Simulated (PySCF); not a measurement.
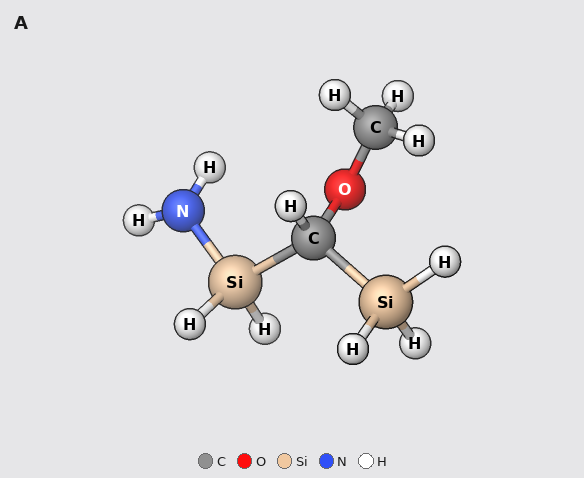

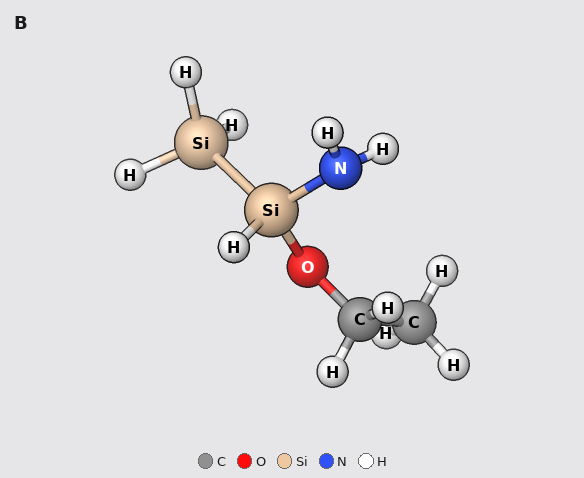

2 stationary structures of one formula. Geometries: GFN2-xTB. Electronic energies: PBE0/pcSseg-1 (PySCF 2.14.0), without zero-point energy. No frequency run is at hand to confirm each as a minimum. Each is one conformer, not always the lowest.

How are they related?

They are constitutional isomers of C2H11NOSi2: A `CO[C@H]([SiH3])[SiH2]N`, B `CCO[Si@@H](N)[SiH3]`.

Rank them by energy, lowest first.

B is lowest; A lies 1.607 eV above it.

The geometry is semi-empirical. Around Si such bond lengths and angles can be off by a tenth of an ångström or more and by several degrees, and values that hang on the shape move with them.
